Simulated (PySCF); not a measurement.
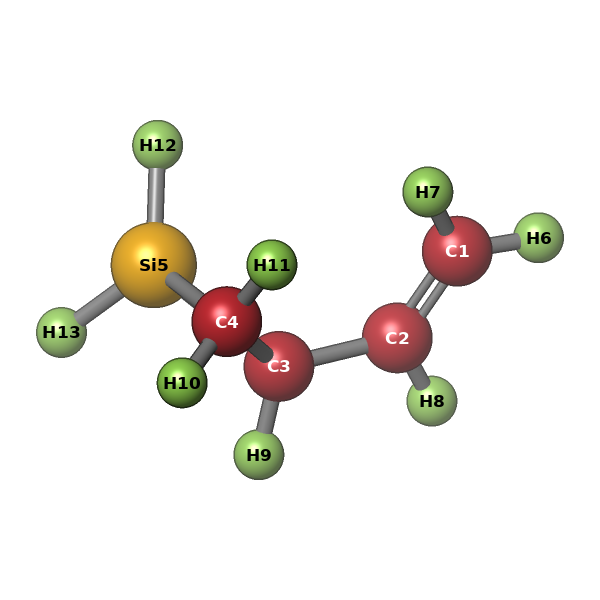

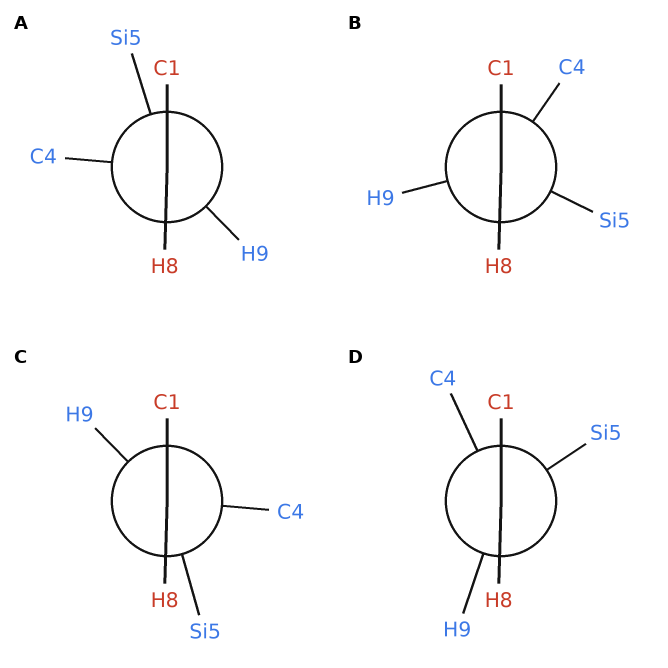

Distant atoms are faded towards the background colour. Bonds that would overlap in a projection are set slightly apart. Geometry: a frame of a GFN2-xTB molecular-dynamics simulation, not a minimum.

Which Newman projection shows the view along C2–C3, with C2 in front?

Answer. D. The torsion angle C1–C2–C3–Si5 is 56°, synclinal (gauche).
